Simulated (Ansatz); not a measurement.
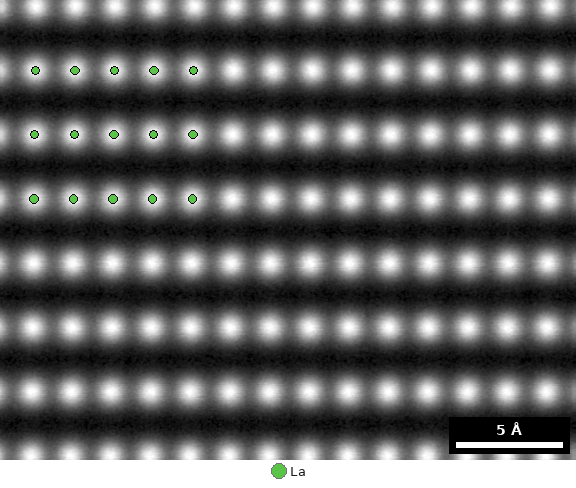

Integrated-DPC-like image of La (P6_3/mmc, No. 194) along [210]. Simulated as the projected potential of neutral atoms (B = 0.5 Å²) blurred by a 0.71 Å probe, the thin-sample limit of integrated differential phase contrast. The display is stretched by a gamma of 0.65; percentages refer to the linear signal. Shot noise and a slight drift were added. Model: the input geometry of a calculation; the starting structure was generated, so it need not be a known form of this composition.

Coloured dots in one corner mark the columns of the model.

Interpret the image.

Answer. The columns repeat on a rectangular net of 1.88 × 3.06 Å (plane group p2mm). All columns are alike (La). The shortest distance between visible columns is 1.88 Å in projection. Along the beam the structure repeats every 6.52 Å.
